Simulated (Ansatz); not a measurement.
# C₃H₅AlClF: a changed input and its effect

System: C₃H₅AlClF.
Method of run 1: RKS SPW92 (LDA)/def2-SVP (Ansatz 0.2.0).

Text and figures count atoms from 1; the logs count them from 0 in places.

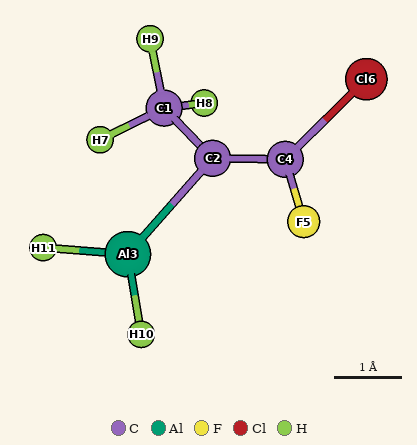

Fig. 1: The input geometry (ball-and-stick view, seen at a tilt; atoms are numbered from 1 in the order of the input). Sticks mark near contacts.

### Input file, run 1
```yaml
crystal:
  periodic: [false, false, false]
  atoms:
    - { symbol: C, position_ang: [-0.230222, -1.18952, 0.672142] }
    - { symbol: C, position_ang: [-0.016747, 0.119872, -0.017009] }
    - { symbol: Al, position_ang: [1.320116, -0.498903, -1.276379] }
    - { symbol: C, position_ang: [-0.386702, 1.410657, -0.054222] }
    - { symbol: F, position_ang: [0.096369, 2.30181, -0.896422] }
    - { symbol: Cl, position_ang: [-1.554879, 2.114233, 0.995715] }
    - { symbol: H, position_ang: [0.435276, -1.98501, 0.276115] }
    - { symbol: H, position_ang: [-1.280866, -1.542817, 0.558678] }
    - { symbol: H, position_ang: [-0.049069, -1.108392, 1.768399] }
    - { symbol: H, position_ang: [1.996901, 0.464962, -2.356554] }
    - { symbol: H, position_ang: [1.703566, -2.051067, -1.159605] }
basis:
  gaussian: { orbitals: def2-SVP }
hamiltonian:
  xc: lda
output:
  forces: true
```

Launched with:
```bash
ansatz run input.yaml --threads 1 --pin off --max-ram 2560MiB --backend cpu --events-out ev --progress --plain --runs-dir out
```

Hardware: 1 thread of Arm Neoverse N1, 98 GiB of memory available, shared host.

### Output (run 1)
```
Engine: ansatz 0.2.0, aarch64-unknown-linux-gnu
Functional definition: SPW92
  exchange = slater_x
  correlation = pw_c
1300 factors; their error is unknown
mean field evaluation 1: about -24888.0230 eV, gradient 6.9e1 eV
mean field evaluation 2: about -24820.2875 eV, gradient 1.4e2 eV
mean field evaluation 4: about -24899.4871 eV, gradient 2.3e1 eV
mean field evaluation 8: about -24900.6362 eV, gradient 2.4e-1 eV
mean field evaluation 16: about -24900.5652 eV, gradient 1.7e-3 eV
mean field -24900.56516498 eV, -915.0788916039 hartree, gradient 1.6e-5 eV, S^2 0.000000; 0 other end points of the search recorded, 0 dependent functions left out
the calculation of the forces begins
reference -24900.56520190 eV, -915.0788929605 hartree; 31, 31 occupied and 86, 86 virtual orbitals, 1300 factors
Total energy: -24900.56520190 eV, -915.0788929605 hartree
Atom 0 at    -0.230222    -1.189520     0.672142 Å, force    -1.290351     0.967960     1.116025 eV/Å
Atom 1 at    -0.016747     0.119872    -0.017009 Å, force     1.397667    -0.299866    -1.453400 eV/Å
Atom 2 at     1.320116    -0.498903    -1.276379 Å, force     0.294591     0.659438    -0.562567 eV/Å
Atom 3 at    -0.386702     1.410657    -0.054222 Å, force    -0.325463    -1.262288     0.795495 eV/Å
Atom 4 at     0.096369     2.301810    -0.896422 Å, force     0.006141    -0.060281     0.012904 eV/Å
Atom 5 at    -1.554879     2.114233     0.995715 Å, force    -0.130314     0.174097     0.087199 eV/Å
Atom 6 at     0.435276    -1.985010     0.276115 Å, force    -0.075053    -0.033927     0.092016 eV/Å
Atom 7 at    -1.280866    -1.542817     0.558678 Å, force    -0.051295    -0.080126     0.051775 eV/Å
Atom 8 at    -0.049069    -1.108392     1.768399 Å, force    -0.032873    -0.082177     0.091222 eV/Å
Atom 9 at     1.996901     0.464962    -2.356554 Å, force     0.122016    -0.011664    -0.127255 eV/Å
Atom 10 at     1.703566    -2.051067    -1.159605 Å, force     0.084933     0.028834    -0.103413 eV/Å
Dipole moment:    -0.100531    -0.254980     0.195877 e Å
```

For run 2 the input was changed thus:
```diff
-    - { symbol: C, position_ang: [-0.230222, -1.18952, 0.672142] }
+    - { symbol: C, position_ang: [-0.355512, -1.099379, 0.779027] }
-    - { symbol: H, position_ang: [0.435276, -1.98501, 0.276115] }
-    - { symbol: H, position_ang: [-1.280866, -1.542817, 0.558678] }
-    - { symbol: H, position_ang: [-0.049069, -1.108392, 1.768399] }
-    - { symbol: H, position_ang: [1.996901, 0.464962, -2.356554] }
-    - { symbol: H, position_ang: [1.703566, -2.051067, -1.159605] }
+    - { symbol: H, position_ang: [0.250986, -1.978908, 0.477171] }
+    - { symbol: H, position_ang: [-1.428811, -1.375615, 0.663831] }
+    - { symbol: H, position_ang: [-0.195365, -0.933081, 1.868924] }
+    - { symbol: H, position_ang: [2.384759, 0.482048, -1.953225] }
+    - { symbol: H, position_ang: [1.285815, -2.06987, -1.593824] }
```

Predict how the results change.

With the same method and basis, run 2 lies 7.5 kcal/mol lower. The largest force goes from 2.039 to 1.471 eV/Å.

### Output (run 2)
```
Engine: ansatz 0.2.0, aarch64-unknown-linux-gnu
Functional definition: SPW92
  exchange = slater_x
  correlation = pw_c
1300 factors; their error is unknown
mean field evaluation 1: about -24888.2829 eV, gradient 6.9e1 eV
mean field evaluation 2: about -24828.5867 eV, gradient 1.4e2 eV
mean field evaluation 4: about -24899.6593 eV, gradient 2.4e1 eV
mean field evaluation 8: about -24900.9613 eV, gradient 1.5e-1 eV
mean field evaluation 16: about -24900.8890 eV, gradient 2.6e-3 eV
mean field -24900.88897073 eV, -915.0907912455 hartree, gradient 1.8e-5 eV, S^2 0.000000; 0 other end points of the search recorded, 0 dependent functions left out
the calculation of the forces begins
reference -24900.88900817 eV, -915.0907926215 hartree; 31, 31 occupied and 86, 86 virtual orbitals, 1300 factors
Total energy: -24900.88900817 eV, -915.0907926215 hartree
Atom 0 at    -0.355512    -1.099379     0.779027 Å, force    -0.789438     0.932777     0.621708 eV/Å
Atom 1 at    -0.016747     0.119872    -0.017009 Å, force     0.996753    -0.199889    -1.062766 eV/Å
Atom 2 at     1.320116    -0.498903    -1.276379 Å, force     0.077747     0.417157    -0.379177 eV/Å
Atom 3 at    -0.386702     1.410657    -0.054222 Å, force    -0.308865    -1.000818     0.718939 eV/Å
Atom 4 at     0.096369     2.301810    -0.896422 Å, force     0.043889    -0.059449    -0.042877 eV/Å
Atom 5 at    -1.554879     2.114233     0.995715 Å, force    -0.095816     0.107356     0.083673 eV/Å
Atom 6 at     0.250986    -1.978908     0.477171 Å, force    -0.033288    -0.044292    -0.018981 eV/Å
Atom 7 at    -1.428811    -1.375615     0.663831 Å, force    -0.023510    -0.086120     0.018032 eV/Å
Atom 8 at    -0.195365    -0.933081     1.868924 Å, force    -0.016797    -0.040087     0.051745 eV/Å
Atom 9 at     2.384759     0.482048    -1.953225 Å, force     0.111526    -0.019629    -0.041819 eV/Å
Atom 10 at     1.285815    -2.069870    -1.593824 Å, force     0.037800    -0.007005     0.051523 eV/Å
Dipole moment:    -0.091259    -0.219543     0.194269 e Å
```

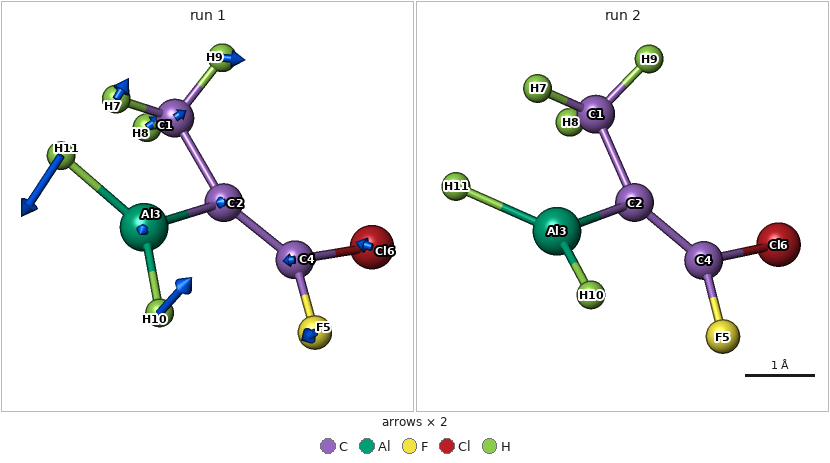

Fig. 2: The two input geometries at one scale (ball-and-stick view, seen at a tilt). The blue arrows on the first give the shifts of the atoms after the best rigid fit, magnified 2 times. The largest move after the best rigid fit is that of H11, 0.56 Å. Largest moves by element: H 0.56 Å, F 0.15 Å, Cl 0.14 Å, C 0.10 Å, Al 0.09 Å.

### The two runs side by side

| quantity | run 1 | run 2 |
| --- | --- | --- |
| outcome | converged | converged |
| total energy (hartree) | −915.078893 | −915.090793 |
| largest force (eV/Å) | 2.039 | 1.471 |
| basis functions | 117 | 117 |
| wall time (shared host) | 4.8 s | 4.8 s |
